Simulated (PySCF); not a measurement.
# [SiH5]− (SMILES [H][Si-]([H])([H])([H])[H]) at 6 levels

Wanted: a comparison of 6 runs (PBE0/STO-3G, SVWN5/STO-3G, UPBE0/STO-3G, UMP2/STO-3G, CISD/STO-3G, UCCSD(T)/STO-3G) of [SiH5]−. The job is set up through a Python script.

The calculation is run with PySCF 2.14.0.

9 further runs of the same task are left out: 9 set aside as unsound or not needed.

### 1 Starting point

The species is [SiH5]− (6 atoms), meant as a singlet with charge -1. SMILES: `[H][Si-]([H])([H])([H])[H]`. The Si1–H4 distance was set to 1.789 Å, away from the relaxed value.

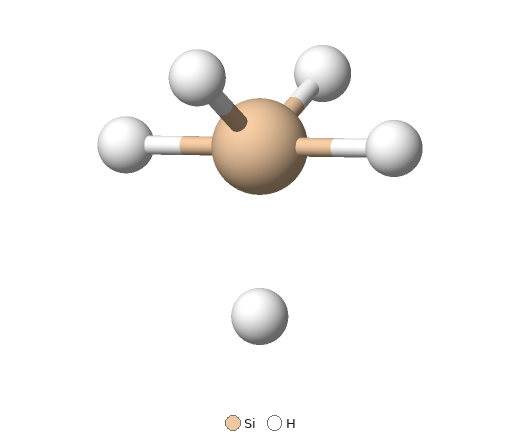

The structure, seen from a chosen angle (silicon light orange, hydrogen white).

### 2 A single-point energy at PBE0/STO-3G (run 1)

File job.py:

```python
from pyscf import gto, dft

molecule = gto.M(
    atom='''
Si  -0.298389  -0.002094  -0.002076
H   -0.318039  -0.010114   1.636364
H   -0.276359   0.005536  -1.645986
H    1.490630   0.011850   0.019200
H   -1.055699   1.282776  -0.006166
H   -1.032879  -1.299574  -0.019066
''',
    max_memory=1860,
    verbose=3,
    charge=-1,
    basis='sto-3g',
)

mf = dft.RKS(molecule)
mf.xc = 'pbe0'
mf.grids.level = 5
mf.conv_tol = 1e-10
mf.kernel()
if not mf.converged:
    mf = mf.newton().run(mf.mo_coeff, mf.mo_occ)

e_tot = mf.e_tot
print('Final energy', e_tot)
```

Launch:

```console
$ OMP_NUM_THREADS=1 python job.py
```

Output:

```text
converged SCF energy = -288.726110655371
Final energy -288.7261106553713
```

Wall time 1.5 s (1 thread of Arm Neoverse V2, shared host); peak memory 0.18 GiB.

### 3 The energy at SVWN5/STO-3G (run 2)

File job.py:

```python
from pyscf import gto, dft

molecule = gto.M(
    atom='''
Si  -0.298389  -0.002094  -0.002076
H   -0.318039  -0.010114   1.636364
H   -0.276359   0.005536  -1.645986
H    1.490630   0.011850   0.019200
H   -1.055699   1.282776  -0.006166
H   -1.032879  -1.299574  -0.019066
''',
    spin=0,
    max_memory=1860,
    charge=-1,
    basis='sto-3g',
    verbose=4,
)

ks = dft.RKS(molecule, xc='svwn')
ks.grids.level = 5
ks.conv_tol = 1e-10
ks.kernel()
if not ks.converged:
    ks = ks.newton().run(ks.mo_coeff, ks.mo_occ)

e_tot = ks.e_tot
print('Final energy', e_tot)
```

Launch:

```console
$ OMP_NUM_THREADS=1 python job.py
```

Output:

```text
PySCF version 2.14.0

[... 72 lines left out ...]
converged SCF energy = -287.585901061622
Final energy -287.5859010616223
```

Wall time 1.2 s (1 thread of Arm Neoverse V2, shared host); peak memory 0.14 GiB.

Runs 3 to 5 aren't shown in full; the table further down has their settings and results.

### 4 The energy at UCCSD(T)/STO-3G (run 6)

File run.py:

```python
from pyscf import gto, cc

mol = gto.M(
    atom=[
    ('Si', (-0.298389, -0.002094, -0.002076)),
    ('H', (-0.318039, -0.010114, 1.636364)),
    ('H', (-0.276359, 0.005536, -1.645986)),
    ('H', (1.490630, 0.011850, 0.019200)),
    ('H', (-1.055699, 1.282776, -0.006166)),
    ('H', (-1.032879, -1.299574, -0.019066)),
],
    charge=-1,
    max_memory=1860,
    basis='sto-3g',
    verbose=4,
)

myscf = mol.UHF()
myscf.conv_tol = 1e-10
myscf.kernel()
if not myscf.converged:
    myscf = myscf.newton().run(myscf.mo_coeff, myscf.mo_occ)
for _ in range(3):
    mo, _, stable, _ = myscf.stability(return_status=True)
    if stable:
        break
    myscf.kernel(myscf.make_rdm1(mo, myscf.mo_occ))

mycc = cc.CCSD(myscf, frozen=5)
mycc.kernel()
e_t = mycc.ccsd_t()
energy = mycc.e_tot + e_t
print('E(%s) = %.9f' % ('CCSD(T)', energy))
```

Launch:

```console
$ OMP_NUM_THREADS=1 python run.py
```

Output:

```text
PySCF version 2.14.0

[... 90 lines left out ...]
converged SCF energy = -288.169642546688  <S^2> = 3.5527137e-14  2S+1 = 1
[... 14 lines left out ...]
Init t2, MP2 energy = -0.0580108151360132
[... 11 lines left out ...]
UCCSD converged
[... 2 lines left out ...]
E(CCSD(T)) = -288.256246520
```

It took 0.6 s on 1 thread of Arm Neoverse V2, shared host; peak memory 0.12 GiB.

### 5 The series

```
run            level  follow instability  integration grid  energy (Eh)  HOMO energy (eV)  LUMO energy (eV)  HOMO–LUMO gap (eV)  wall time
  1      PBE0/STO-3G                   –                 5  -288.726111              5.05             13.99                8.94      1.5 s
  2     SVWN5/STO-3G                   –                 5  -287.585901              6.60             13.12                6.52      1.2 s
  3     UPBE0/STO-3G                 yes                 5  -288.726111              5.05             13.99                8.94      6.9 s
  4      UMP2/STO-3G                 yes                 –  -288.227653              2.16             18.35               16.18     0.54 s
  5      CISD/STO-3G                   –                 –  -288.251865              2.16             18.35               16.18     0.46 s
  6  UCCSD(T)/STO-3G                 yes                 –  -288.256247              2.16             18.35               16.18      0.6 s
```

### 6 Outcome

```
                                                    quantity          value
                                         run 6: total energy  -288.25625 Eh
                  run 6: HOMO energy (Hartree–Fock orbitals)        2.16 eV
                  run 6: LUMO energy (Hartree–Fock orbitals)       18.35 eV
run 6: HOMO–LUMO gap (to an unbound level, set by the basis)       16.18 eV
          run 6: correlation energy (5 core orbitals frozen)      -86.6 mEh
                                       run 6: (T) correction      -0.92 mEh
                                        run 6: T1 diagnostic          0.009
```

Over runs 1, 2, 3 the HOMO–LUMO gap runs from 6.52 eV (SVWN5/STO-3G) to 8.94 eV (UPBE0/STO-3G). The empty levels of an anion lie above zero and hang on the basis. Totals of different functionals can't be ranked against each other. In runs 1, 2, 3, 4, 5, 6 the HOMO lies above zero, so the outermost electron may be held by the basis alone. In runs 1, 2, 3, 4, 5, 6 the basis is minimal, so the values are rough. All runs together took 11 s, the longest 6.9 s.
